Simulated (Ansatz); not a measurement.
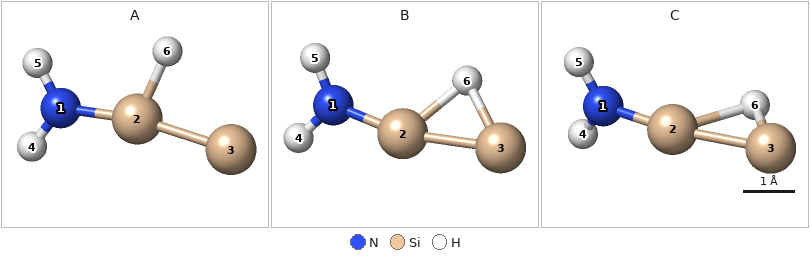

3 geometries from a converged minimum-energy path of Si2NH3, shuffled. A ball-and-stick model, seen at a tilt.

All numbers below come from Ansatz, RKS B3LYP-D4/def2-SVP. Set-up: 5 movable images; climbing image; force threshold 0.03 eV/Å; iteration limit 60; starting path through a guess of the saddle point.

Q: Which frame is the top of the path?

A: A. In order along the path, whose images run from 0 to 6: C (image 0, 0.00 eV), B (image 2, +0.22 eV), A (image 4, +0.41 eV). No bond forms or breaks between the ends. Among the angles between lasting bonds that change up to the highest image: N1–Si2–Si3 167.0° → 170.8°.

The run took roughly 2.2 core-minutes on a shared host.
